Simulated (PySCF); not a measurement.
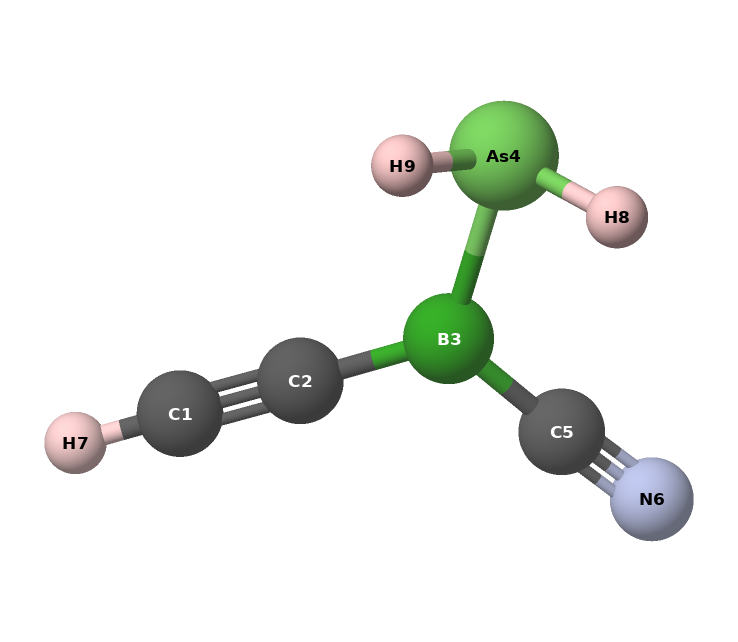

Computed geometry: GFN2-xTB optimisation. No frequency run is at hand to confirm it as a minimum. Properties computed with B3LYP/pcJ-1 (pcSseg-1 on As) indirect spin-spin coupling, non-relativistic, gas phase (PySCF 2.14.0). Isotopes: 11B, 13C, 1H, 15N.

Give the spin–spin coupling constants of these pairs, with the number of bonds between them: C1/H7, C1/C2, C2/B3, B3/C5, C5/N6, C2/C5, C2/H7, B3/H9, C1/C5, C2/H9, B3/H7, C5/H8.

| pair | bonds apart | J (Hz) |
| --- | --- | --- |
| C1, H7 | 1 | 262.6 |
| C1, C2 | 1 | 177.5 |
| C2, B3 | 1 | 109.2 |
| B3, C5 | 1 | 96.8 |
| C5, N6 | 1 | −19.1 |
| C2, C5 | 2 | 2.3 |
| C2, H7 | 2 | 47.5 |
| B3, H9 | 2 | −4.2 |
| C1, C5 | 3 | 2.2 |
| C2, H9 | 3 | 2.7 |
| B3, H7 | 3 | 3.6 |
| C5, H8 | 3 | 2.2 |

The geometry is semi-empirical. Around As, B such bond lengths and angles can be off by a tenth of an ångström or more and by several degrees, and values that hang on the shape move with them.
